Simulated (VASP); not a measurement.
Band structure of MgO (rock salt). Computed with MS2 meta-GGA, VASP's PBE PAW potentials (set 64) (plane waves; VASP).

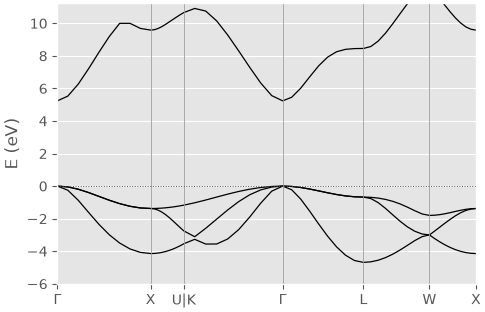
*Bands along high-symmetry lines, zero at the valence-band maximum or, without a gap, the Fermi level*

Problem. Read the plot: is there a gap, and where are the band edges?

Solution. The gap is direct, 5.24 eV, from the valence maximum at Γ to the conduction minimum at Γ.

Measured: gap 8.36 eV (computed value off by -3.12 eV), as given by Wei Chen et al., Physical Review Materials (2018), doi:10.1103/physrevmaterials.2.073803 [zero-point renormalisation of 0.53 eV added back (the table's ZPR column)].

The compound is MgO in the rock salt structure. It was relaxed first.
